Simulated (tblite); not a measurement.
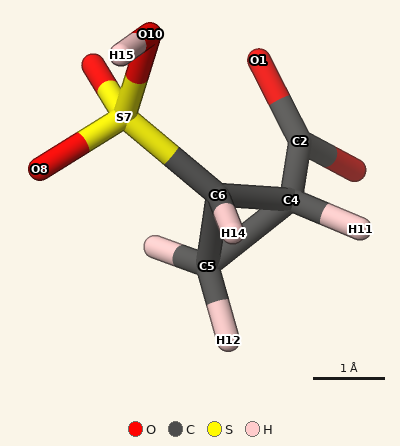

The input geometry (stick view, seen at a tilt; atoms are numbered from 1 in the order of the input). Bond lengths as drawn: C–C 1.45 to 1.52 Å, C–H 1.09 to 1.13 Å, C–O 1.29 to 1.39 Å, C–S 1.73 Å, H–O 0.99 Å and O–S 1.49 to 1.70 Å.

## Geometry relaxation of C$_{4}$H$_{5}$O$_{5}$S (charge −1) (part 1 of 3)

System: C$_{4}$H$_{5}$O$_{5}$S, charge −1.
Method: GFN2-xTB geometry optimisation, gas phase (tblite 0.8.0).

It belongs to a series of runs on one base structure; here: H on C replaced by SO3H.

Log:
```
step      E/eV     max force
  0    -948.03750    8.102
  1    -949.35977    2.903
  2    -949.48217    2.558
  3    -949.57912    1.290
  4    -949.64054    0.946
  5    -949.68009    0.677
  6    -949.71300    0.455
  7    -949.74757    0.367
  8    -949.76504    0.371
  9    -949.78423    0.305
 10    -949.79909    0.365
 11    -949.80992    0.299
 12    -949.81708    0.208
 13    -949.82357    0.171
 14    -949.82977    0.264
 15    -949.83526    0.240
 16    -949.83988    0.165
 17    -949.84442    0.168
 18    -949.84923    0.224
 19    -949.85366    0.201
 20    -949.85724    0.137
 21    -949.86068    0.163
 22    -949.86479    0.205
 23    -949.86943    0.263
 24    -949.87370    0.206
 25    -949.87695    0.153
 26    -949.87952    0.148
 27    -949.88236    0.151
 28    -949.88590    0.164
 29    -949.88997    0.151
 30    -949.89451    0.171
 31    -949.89989    0.166
 32    -949.90634    0.203
 33    -949.91386    0.244
 34    -949.92249    0.305
 35    -949.92941    0.544
 36    -949.94194    0.496
 37    -949.95553    0.408
 38    -949.97490    0.322
 39    -949.98589    0.272
 40    -949.99100    0.217
 41    -949.99441    0.201
 42    -949.99700    0.299
 43    -950.00193    0.196
 44    -950.00518    0.202
 45    -950.00918    0.239
 46    -950.01242    0.188
 47    -950.01662    0.173
 48    -950.02091    0.140
 49    -950.02455    0.163
 50    -950.02701    0.171
 51    -950.02839    0.173
 52    -950.03032    0.139
 53    -950.03204    0.104
 54    -950.03477    0.110
 55    -950.03594    0.147
 56    -950.03738    0.083
 57    -950.03835    0.066
 58    -950.03922    0.080
 59    -950.03981    0.079
 60    -950.04033    0.066
 61    -950.04083    0.058
 62    -950.04143    0.063
 63    -950.04212    0.094
 64    -950.04281    0.086
 65    -950.04353    0.073
 66    -950.04438    0.076
 67    -950.04548    0.101
 68    -950.04677    0.128
 69    -950.04837    0.144
 70    -950.05001    0.244
 71    -950.05263    0.174
 72    -950.05522    0.222
 73    -950.05794    0.175
 74    -950.05979    0.388
 75    -950.06313    0.278
 76    -950.06775    0.323
 77    -950.07307    1.127
 78    -950.08383    0.421
 79    -950.09573    0.333
 80    -950.09909    1.460
 81    -950.11991    0.457
 82    -950.13632    0.387
 83    -950.17590    0.868
 84    -950.20041    1.470
 85    -950.25917    0.986
 86    -950.29459    1.655
 87    -950.33943    1.167
 88    -950.30809    2.578
 89    -950.39727    2.326
 90    -950.41714    1.330
 91    -950.47471    0.607
 92    -950.51294    1.064
 93    -950.55723    1.273
 94    -950.59104    0.601
 95    -950.60332    0.521
 96    -950.61385    0.425
 97    -950.62405    0.368
 98    -950.63351    0.403
 99    -950.64975    0.386
100    -950.68180    0.767
101    -950.71759    0.865
102    -950.75027    0.609
103    -950.77760    0.372
104    -950.79989    0.490
105    -950.84112    0.847
106    -950.84057    2.070
107    -950.91847    0.771
108    -950.97384    0.550
109    -950.83050    3.762
110    -951.00850    0.795
111    -951.00426    0.748
112    -951.04404    0.281
113    -951.05326    1.246
114    -951.06701    0.536
115    -951.07483    0.350
116    -951.08620    0.322
117    -951.09837    0.272
118    -951.10999    0.422
119    -951.12194    0.356
120    -951.13357    0.298
121    -951.13995    0.184
122    -951.14802    0.294
123    -951.15602    0.256
124    -951.16166    0.353
125    -951.16572    0.123
126    -951.16713    0.106
127    -951.16811    0.060
128    -951.16883    0.067
129    -951.16952    0.079
130    -951.17015    0.082
131    -951.17072    0.080
132    -951.17113    0.066
133    -951.17137    0.040
134    -951.17152    0.030
135    -951.17163    0.020
136    -951.17174    0.024
137    -951.17185    0.040
138    -951.17196    0.056
139    -951.17205    0.055
140    -951.17214    0.046
141    -951.17222    0.027
142    -951.17230    0.018
143    -951.17238    0.022
144    -951.17245    0.024
145    -951.17254    0.034
146    -951.17266    0.038
147    -951.17287    0.046
148    -951.17320    0.058
149    -951.17370    0.076
150    -951.17434    0.106
151    -951.17500    0.052
152    -951.17543    0.122
153    -951.17587    0.065
154    -951.17626    0.049
155    -951.17641    0.029
156    -951.17648    0.027
157    -951.17652    0.016
158    -951.17654    0.015
159    -951.17656    0.016
160    -951.17658    0.015
161    -951.17661    0.014
162    -951.17665    0.017
163    -951.17671    0.018
164    -951.17675    0.015
165    -951.17677    0.009
```

Trajectory as extended XYZ (Å, eV, eV/Å), 32 of the 166 frames kept, from step=0 to step=165:
```
15
Properties=species:S:1:pos:R:3:forces:R:3 step=0 energy=-948.03750
O    -1.0077   -0.1958    1.9496   -0.9480   1.5070  -3.0380
C    -1.6945    0.2693    0.9585   -4.3870  -1.7930   6.5710
O    -3.0712    0.3074    1.1436    5.5460   0.4550  -2.1500
C    -1.0795    0.7333   -0.2937   -1.7030   0.5600  -0.2900
C    -0.9562   -0.4055   -1.2882   -0.1260   1.0110  -0.2030
C     0.2358    0.4038   -0.8033    0.4720   0.8920  -2.5710
S     1.4980   -0.5388   -0.0802    1.5470  -5.3880   2.2220
O     2.1851   -1.3321   -1.1545   -0.8090   2.3090   0.9890
O     1.1203   -1.5034    0.9913    0.6860   2.6530  -2.1990
O     2.6836    0.4894    0.5649   -0.0540  -0.1920  -1.6860
H    -1.5143    1.6986   -0.6353    0.2300  -0.6770   0.0550
H    -1.4144   -0.1434   -2.2644    0.7200  -0.8670   0.4870
H    -1.0235   -1.4062   -0.8659   -0.2150   0.3460  -0.3800
H     0.6251    1.0568   -1.6431    0.0680  -0.5950   1.2860
H     3.4090    0.5746   -0.1068   -1.0280  -0.2220   0.9060
15
Properties=species:S:1:pos:R:3:forces:R:3 step=5 energy=-949.68009
O    -0.9786   -0.1706    1.9446   -0.1410   0.0590   0.5400
C    -1.7647    0.2402    1.1138   -0.3180   0.2900  -0.5230
O    -2.9976    0.3426    1.0602    0.4620  -0.0460   0.2750
C    -1.1191    0.7278   -0.2781    0.2850   0.0520  -0.0230
C    -0.9767   -0.3629   -1.2795    0.0020   0.0780  -0.0660
C     0.2362    0.3970   -0.8471   -0.0350   0.0560   0.1770
S     1.5104   -0.6183   -0.0700   -0.0990   0.3760  -0.4040
O     2.2053   -1.2534   -1.1715    0.1240   0.0530  -0.1790
O     1.1320   -1.4653    0.9938    0.0430  -0.2850   0.1370
O     2.6301    0.4642    0.5075   -0.2310   0.1350  -0.0330
H    -1.5200    1.6748   -0.6406   -0.0640  -0.1190   0.0980
H    -1.3707   -0.2115   -2.2704    0.0770  -0.1660  -0.3220
H    -1.0391   -1.3662   -0.9027   -0.1170  -0.2380   0.0250
H     0.6741    1.0521   -1.5941    0.2610  -0.0780   0.3190
H     3.3742    0.5574   -0.0934   -0.2470  -0.1660  -0.0210
15
Properties=species:S:1:pos:R:3:forces:R:3 step=11 energy=-949.80992
O    -1.0124   -0.0956    2.0308    0.2090   0.1890  -0.1010
C    -1.7492    0.2703    1.1289   -0.2840  -0.0060   0.0380
O    -2.9788    0.3700    1.0782    0.0140   0.0650  -0.0300
C    -1.1056    0.7074   -0.2812   -0.0690  -0.0860   0.0760
C    -0.9675   -0.3749   -1.3061   -0.0790   0.0070   0.0330
C     0.2369    0.3771   -0.8367   -0.0290   0.0150   0.0640
S     1.5024   -0.6183   -0.0958   -0.0800  -0.1160  -0.0720
O     2.2254   -1.1932   -1.2186    0.0810   0.1300   0.1190
O     1.1661   -1.5148    0.9490    0.0440  -0.1670  -0.0170
O     2.5352    0.5258    0.4813    0.0050  -0.0190  -0.0570
H    -1.5341    1.6550   -0.6088    0.1080  -0.0980   0.0020
H    -1.3167   -0.2644   -2.3271    0.0450   0.0810   0.0270
H    -1.0707   -1.3808   -0.9207    0.0870  -0.0220  -0.0620
H     0.7709    1.0454   -1.4984   -0.0860   0.0030  -0.0450
H     3.2937    0.4991   -0.1025    0.0330   0.0250   0.0250
15
Properties=species:S:1:pos:R:3:forces:R:3 step=16 energy=-949.83988
O    -0.9911   -0.0135    2.0290   -0.0310   0.0440   0.0900
C    -1.7693    0.2889    1.1356    0.1040   0.0790   0.0610
O    -2.9972    0.3877    1.0980    0.0330  -0.0400   0.0520
C    -1.1223    0.6793   -0.2754   -0.0690   0.0250  -0.0840
C    -0.9720   -0.3849   -1.3106    0.0310  -0.0310  -0.0350
C     0.2263    0.3656   -0.8186    0.0160  -0.1250  -0.0180
S     1.4964   -0.6338   -0.0977    0.1210  -0.0190   0.0080
O     2.2555   -1.1566   -1.2192    0.0100  -0.0250  -0.0970
O     1.1876   -1.5798    0.9168    0.0140   0.0580  -0.0470
O     2.5052    0.5393    0.4697    0.0150  -0.0730   0.1160
H    -1.5143    1.6350   -0.6016   -0.0880   0.0980  -0.1000
H    -1.2942   -0.2473   -2.3364   -0.0280  -0.0060   0.0210
H    -1.0541   -1.4003   -0.9445   -0.0010   0.0030  -0.0970
H     0.7610    1.0395   -1.4767   -0.1020  -0.0100   0.0480
H     3.2781    0.4888   -0.0960   -0.0250   0.0230   0.0810
15
Properties=species:S:1:pos:R:3:forces:R:3 step=21 energy=-949.86068
O    -0.9723    0.0796    2.0537    0.0080   0.0820  -0.0350
C    -1.7671    0.3241    1.1556    0.0690  -0.0290  -0.0350
O    -2.9967    0.3915    1.1339   -0.0270  -0.0060   0.0540
C    -1.1444    0.6646   -0.2851    0.0780  -0.0460   0.0540
C    -0.9770   -0.3984   -1.3231   -0.0290   0.0040   0.0020
C     0.2159    0.3348   -0.8066   -0.0220   0.1300  -0.0530
S     1.5149   -0.6506   -0.1113   -0.0740   0.0640   0.0210
O     2.2871   -1.1296   -1.2453   -0.0380   0.0250   0.0080
O     1.2124   -1.6224    0.8800   -0.0180  -0.0410  -0.0410
O     2.4897    0.5180    0.5045    0.0230  -0.0700   0.0550
H    -1.5207    1.6299   -0.6312    0.0170  -0.1620   0.0110
H    -1.2870   -0.2369   -2.3476   -0.0320  -0.0200  -0.0530
H    -1.0472   -1.4247   -0.9952   -0.1050  -0.0360   0.0300
H     0.7245    1.0343   -1.4500    0.1130   0.0480  -0.0760
H     3.2635    0.4936   -0.0597    0.0390   0.0560   0.0590
15
Properties=species:S:1:pos:R:3:forces:R:3 step=27 energy=-949.88236
O    -0.9323    0.2199    2.0745    0.1460   0.0280  -0.0270
C    -1.7492    0.3592    1.1738   -0.0570  -0.0580   0.0720
O    -2.9813    0.3871    1.1878    0.0770  -0.0180  -0.1050
C    -1.1523    0.6275   -0.2917    0.0080   0.0610  -0.0160
C    -0.9805   -0.4188   -1.3433    0.0080  -0.0120   0.0030
C     0.2092    0.3280   -0.8195    0.0080  -0.0330   0.0080
S     1.5155   -0.6565   -0.1234   -0.0150  -0.0530  -0.1000
O     2.2993   -1.0767   -1.2728    0.0180   0.0240   0.0020
O     1.2124   -1.6821    0.8140   -0.1250   0.0050  -0.0280
O     2.4819    0.4660    0.5730   -0.0090   0.0620   0.0590
H    -1.5377    1.5751   -0.6582   -0.0670   0.0940   0.0290
H    -1.2963   -0.2357   -2.3654   -0.0090  -0.0120   0.0230
H    -1.0776   -1.4515   -1.0412    0.0760  -0.0050   0.0500
H     0.7239    1.0402   -1.4520   -0.0140  -0.0750  -0.0060
H     3.2606    0.5264    0.0168   -0.0450  -0.0090   0.0370
15
Properties=species:S:1:pos:R:3:forces:R:3 step=32 energy=-949.90634
O    -0.8438    0.3371    2.0594   -0.0780  -0.0470   0.0100
C    -1.6966    0.3736    1.1804    0.1200   0.1030  -0.0900
O    -2.9272    0.3450    1.2023    0.0190  -0.1160   0.1660
C    -1.1484    0.6266   -0.3048   -0.0500  -0.0010  -0.0200
C    -0.9834   -0.4333   -1.3465   -0.0620   0.0370   0.0740
C     0.2056    0.3274   -0.8408   -0.0170   0.0790  -0.1180
S     1.4998   -0.6603   -0.1444   -0.0270   0.0840   0.1240
O     2.3170   -1.0225   -1.2895    0.0480  -0.0830   0.0860
O     1.1162   -1.7171    0.7282    0.1120  -0.0060  -0.1070
O     2.4600    0.4133    0.6522   -0.1590  -0.0830  -0.0060
H    -1.5871    1.5611   -0.6533    0.1320   0.0100  -0.0540
H    -1.3232   -0.2495   -2.3616    0.0420  -0.0690   0.0340
H    -1.0639   -1.4650   -1.0330    0.0410   0.0370   0.0170
H     0.7280    1.0067   -1.4938    0.0070   0.1320  -0.1180
H     3.2425    0.5648    0.1175   -0.1270  -0.0750   0.0040
15
Properties=species:S:1:pos:R:3:forces:R:3 step=37 energy=-949.95553
O    -0.7230    0.4998    2.0386   -0.1840  -0.0110  -0.3640
C    -1.6041    0.4130    1.1821    0.1020  -0.1010   0.3540
O    -2.8224    0.2439    1.2726    0.1260  -0.0090   0.0560
C    -1.1463    0.6439   -0.3278    0.1330   0.0330   0.0590
C    -1.0032   -0.4442   -1.3342    0.1960   0.0110  -0.1680
C     0.1952    0.3522   -0.9048    0.1360  -0.0480   0.0420
S     1.4656   -0.6526   -0.1708    0.0440  -0.1920  -0.1460
O     2.3665   -0.9646   -1.2735   -0.0770   0.1830   0.1530
O     1.0123   -1.7786    0.5716   -0.0140   0.0150   0.1050
O     2.3623    0.3309    0.7710   -0.0500   0.0100  -0.0380
H    -1.6113    1.5640   -0.6719    0.0620   0.0400  -0.1300
H    -1.3462   -0.3010   -2.3515   -0.1380  -0.0310  -0.0410
H    -1.0186   -1.4753   -1.0070   -0.0610   0.0980   0.0940
H     0.7270    1.0005   -1.5885   -0.1620   0.0530  -0.0150
H     3.1417    0.5761    0.2664   -0.1130  -0.0510   0.0400
15
Properties=species:S:1:pos:R:3:forces:R:3 step=43 energy=-950.00193
O    -0.5894    0.6704    1.9862   -0.0180  -0.0540  -0.1770
C    -1.4996    0.4345    1.1959    0.0210   0.0540   0.0110
O    -2.6793    0.1303    1.3680    0.1160  -0.0140  -0.0340
C    -1.1258    0.6606   -0.3548   -0.0860  -0.0630  -0.0030
C    -1.0022   -0.4478   -1.3488   -0.0120  -0.0100   0.0260
C     0.1979    0.3678   -0.9615    0.0190  -0.1640  -0.1060
S     1.4330   -0.6608   -0.2005   -0.0780  -0.0960   0.0270
O     2.4260   -0.8769   -1.2418   -0.0210   0.0360   0.0630
O     0.9176   -1.8345    0.4256    0.0770   0.0950  -0.0370
O     2.2257    0.2322    0.8887    0.0140   0.0180  -0.0010
H    -1.5995    1.5662   -0.7280    0.0150   0.0520   0.0450
H    -1.4037   -0.3609   -2.3552    0.0060   0.0420   0.1040
H    -0.9911   -1.4569   -0.9592   -0.0970   0.0400  -0.0320
H     0.6870    1.0101   -1.6804    0.0290   0.0080   0.0700
H     2.9989    0.5738    0.4383    0.0140   0.0540   0.0450
15
Properties=species:S:1:pos:R:3:forces:R:3 step=48 energy=-950.02091
O    -0.4881    0.7489    1.9049    0.0210  -0.0250   0.0340
C    -1.4246    0.4427    1.1709    0.0170   0.0090  -0.0060
O    -2.5704    0.0654    1.4094    0.0170  -0.0160   0.0380
C    -1.1253    0.6590   -0.3809    0.0140   0.0730   0.0100
C    -1.0299   -0.4590   -1.3568   -0.0050   0.0420   0.0050
C     0.1871    0.3399   -1.0033    0.0010   0.0880   0.0980
S     1.4178   -0.6595   -0.2062    0.0070  -0.0150   0.0240
O     2.4562   -0.8241   -1.2113    0.0240   0.0000   0.0470
O     0.8875   -1.8550    0.3565    0.0500  -0.1130   0.0440
O     2.1503    0.1890    0.9527   -0.0050   0.0140  -0.0390
H    -1.5767    1.5779   -0.7433   -0.0630   0.0700   0.0040
H    -1.4530   -0.3699   -2.3469   -0.0400  -0.0290  -0.1070
H    -1.0334   -1.4519   -0.9354   -0.0800  -0.0800  -0.0820
H     0.6778    1.0086   -1.6933    0.0310  -0.0800  -0.0900
H     2.9204    0.5961    0.5554    0.0110   0.0630   0.0200
```
